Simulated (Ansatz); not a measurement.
```xyz
7

Na    0.6095   -1.8281    2.9705
O     1.0735    1.9523    1.1866
S    -0.9675    0.1278    2.7414
Si    0.2199    0.5156    1.0839
H     0.9356    2.3740    2.0416
H    -0.4578    0.5178   -0.2477
H     1.2691   -0.6050    0.9519
```

Geometry: PBE0-D3(BJ)/def2-SVP.

Level of theory: isolated molecule in a Gaussian basis; Kohn-Sham density functional theory, functional PBE0 (Ansatz).

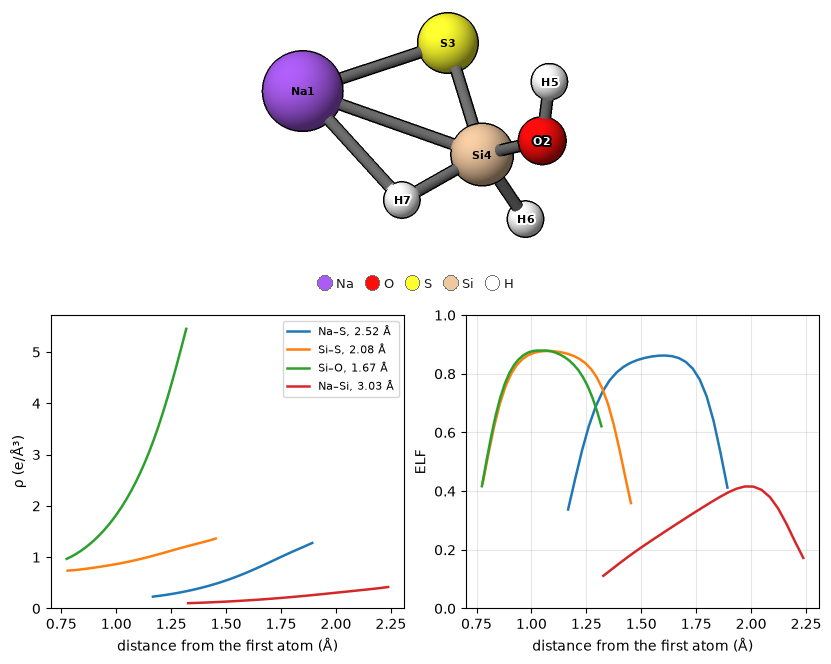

H₃NaOSSi. Total electron density and electron localisation function along straight lines between neighbouring atoms. The curves leave out the atomic cores. The structure is drawn too.

> Compare the contacts.

Na–S (2.52 Å): ρ at the midpoint is about 0.29 e/Å³; the ELF peaks at about 0.85 in the valence shell of S, 0.9 Å from its nucleus, and falls to about 0.10 next to Na; a largely ionic contact.
Si–S (2.08 Å): ρ at the midpoint is about 0.9 e/Å³; the ELF peaks at about 0.90 between the atoms (a shared electron pair).
Si–O (1.67 Å): ρ is about 1.1 e/Å³ halfway; the ELF peaks at about 0.90 between the atoms; a shared but strongly polarised pair.
Na–Si (3.03 Å): the density is about 0.14 e/Å³ at the midpoint; the ELF is about 0.20 at the midpoint.
